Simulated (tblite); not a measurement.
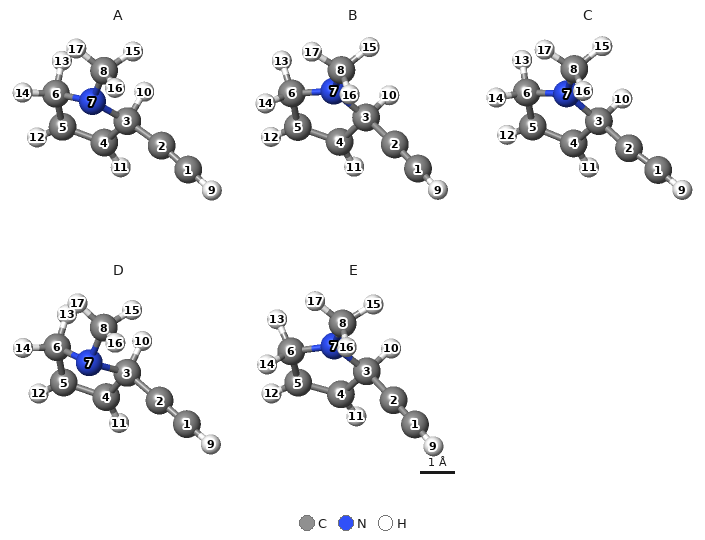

5 geometries from one relaxation of C$_{7}$H$_{9}$N (charge +1, multiplicity 2), in shuffled order. A ball-and-stick model, seen from a free direction.

These are results of GFN2-xTB geometry optimisation, gas phase in tblite 0.8.0, not measurements. 

Put them in the order of the run, from the start to the converged end.

D, A, C, B, E. They are steps 0, 6, 16, 37, 95, at +30.9 kcal/mol, +10.1 kcal/mol, +2.15 kcal/mol, +0.43 kcal/mol relative to the last. The atom that moves furthest after the best rigid fit is H13 (0.76 Å). By element the largest moves are H 0.76 Å, N 0.68 Å, C 0.27 Å. Near-neighbour distances that change, for instance: C6–N7 1.462 → 1.420 Å, C3–N7 1.462 → 1.430 Å, C8–H15 1.124 → 1.093 Å, C3–C4 1.470 → 1.498 Å. Bond angles that change, for instance: C3–N7–C8 106.5° → 123.7°, C6–N7–C8 112.8° → 124.5°, C3–N7–C6 100.6° → 111.3°. Over 95 geometry steps the energy falls by 30.9 kcal/mol. The run took 0.57 s on 1 thread of Arm Neoverse V1, with other jobs on the host.
